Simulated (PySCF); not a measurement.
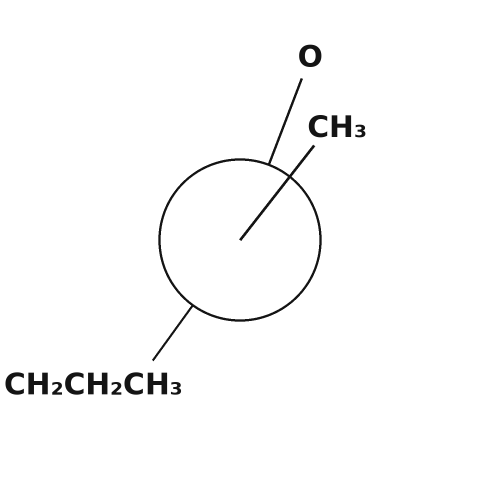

A Newman projection along the O–C bond, oxygen in front; angles are drawn as computed, but eclipsed bonds slightly apart. The geometry was computed by an optimisation with PBE0-D3(BJ)/def2-SVP. No frequency run is at hand to confirm it as a minimum.

Q: Which molecule is it?

A: C5H10O2, CCCC(=O)OC

Q: What is the torsion angle from the front CH3 to the back O? The sign is positive where the front bond must turn clockwise to cover the back bond.

A: −1°, synperiplanar (eclipsed).
